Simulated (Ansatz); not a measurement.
# Map of one atom of the cell for HfO2 (tetragonal-ZrO2 type, space group P4_2/nmc)

HfO$_{2}$ (tetragonal-ZrO2 type, space group P4_2/nmc)

```
HfO2
1.0
    3.56707     0.00000     0.00000
    0.00000     3.56707     0.00000
    0.00000     0.00000     5.16595
Hf O
2 4
Direct
  0.00000   0.00000   0.00000
  0.50000   0.50000   0.50000
  0.00000   0.50000   0.20010
  0.00000   0.50000   0.70010
  0.50000   0.00000   0.29990
  0.50000   0.00000   0.79990
```

In this cell atom 6 (O, nearest neighbour Hf at 2.061 Å; its periodic images, 3.6 Å or more away, move with it) is moved by u·(0.707, 0.707, 0.000) + v·(0.000, 0.000, 1.000); the rest is frozen.

Computed with PBEsol (plane waves to 420 eV, PAW, scalar-relativistic; Ansatz, a first-principles code). k mesh 8×8×5 (Γ-centred), Fermi-Dirac smearing 0.05 eV. Energies are smeared free energies. Points where atoms come too close for the PAW data are left out (x in tables, blank in figures). HfO2 is run without spin polarisation. HfO2 was relaxed with its symmetry unable to fall. Spin-orbit coupling is left out, though Hf is heavy. This is a high-temperature form of HfO2. The zero of ΔE is the undisplaced structure. Axes are in Å.

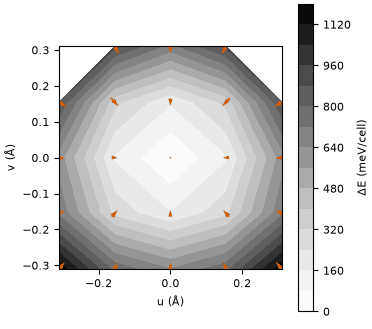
Figure. ΔE (meV/cell) over the plane, with arrows for the in-plane force on the moved atom.

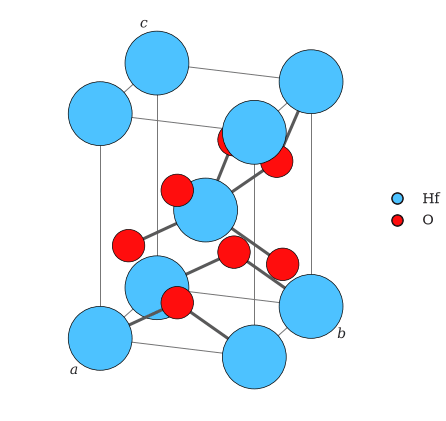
Figure: The cell of the calculation at u = -0.310 Å, v = -0.310 Å.

Lowest place on the grid: u = 0.000 Å, v = 0.000 Å (0 meV/cell).

(For displaced atoms, the force is minus the slope of the energy, and its curvature is a force constant, which sets phonon frequencies.)
